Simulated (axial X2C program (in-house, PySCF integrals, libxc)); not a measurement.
# A two-component session on TaB⁺: EOM-IP-CCSD levels

Aim: EOM-IP-CCSD levels of TaB⁺, with spin–orbit coupling in the Hamiltonian from the start.

The runs use an in-house X2C program for linear molecules on PySCF integrals; two-component X2C with atomic mean-field terms, Ta dyall-cv3z, B dyall-v3z.

All values are calculated.

### Step 1. The job

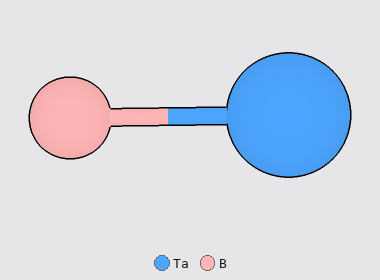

The two atoms at 2.310 Å (tantalum blue, boron pink).

Input file task.json:

```json
{"zs": [73, 5], "q": 1, "bas": ["dyall-cv3z", "dyall-v3z"], "r0": 2.31, "eom": "ip", "rq": 0, "thr": -2.0, "nmax": 95, "grid": [1, 0.96, 1.045, 0.92, 1.09, 1.15]}
```

Keys: zs atomic numbers; q charge; bas basis sets; r0 starting distance in Å; eom kind of EOM run; thr threshold in hartree for freezing inner shells (an s shell follows its p shell); nmax most natural virtual spinors; grid distances as factors.

Started as:

```console
$ python soeom.py task.json out
```

After this run come: EOM-IP-CCSD at 2.071 Å.

What does the calculation give? Wanted: next root led by one particle; T1 of the reference.

As calculated:

```
                     quantity                            value
       lowest root at 2.071 Å                Ω = 1/2, 7.531 eV
next root led by one particle  Ω = 3/2, about 7420 cm⁻¹ higher
          T1 of the reference                            0.069
```

What this shows: Removing an electron from the reference determinant of TaB costs 7.53 eV and empties a spinor of 43% Ta sσ, 28% B pσ, 14% Ta pσ. The closed-shell reference lies 0.82 eV above the lowest determinant found, so these energies count from an excited configuration. Errors of 0.1 to 0.3 eV are usual at this size, and roots led by higher excitations are left out, so the list is incomplete, and low states of that kind can be missing. T1 or the largest double amplitude of the reference is raised, which lowers the reliability.
